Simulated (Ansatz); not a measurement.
Electronic density of states of amorphous Zr20O41Cu2, density 5.36 g/cm³, on a 2×2×2 Γ-centred mesh with a Gaussian width of 0.1 eV; energies count from the Fermi level, whose place inside the gap is arbitrary. Cell and mesh are small, so fine structure isn't converged. Computed with PBE, scalar-relativistic without spin-orbit coupling (plane waves to 420 eV, PAW; Ansatz, a program for electronic structure). Sampling: a 2×2×2 Γ-centred mesh; Fermi-Dirac width 0.02 eV; no spin polarisation. At PBE the levels at the filled edge of the gap are localised (band-tail or defect states), and the nearest spread-out levels lie 3.9 eV apart at the zone centre.

It comes from a melt-quench run on a machine-learned potential (CHGNet), relaxed afterwards by DFT. O atoms were pushed apart under 1.9 Å during the dynamics, to hinder bonds among them. The hot cell started wider than the set density and was brought back towards it in steps. It is the lowest in DFT energy of 2 quenches. It is a model cell: composition and starting density were chosen by hand, and all elements were melted together. No dispersion term was used. Its density started from a set value of 5.36 and ended at 5.36 g/cm³. The simulated quench (nominally 300 K/ps over its main leg) is rapid and tends to freeze in more defects than a deposited or slowly cooled glass has. One small periodic cell is one sample of the glass; other quenches scatter about these values. The volume was held where the preparation left it and the shape relaxed, at a PBE pressure of -0.9 GPa (tension). Stress components on the final sampling reach 1.0 GPa.

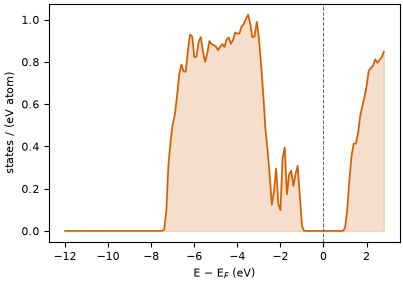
Fig. 1. Density of states per atom

The level gap on this mesh is 2.26 eV; the broadening fills part of it in the curve.
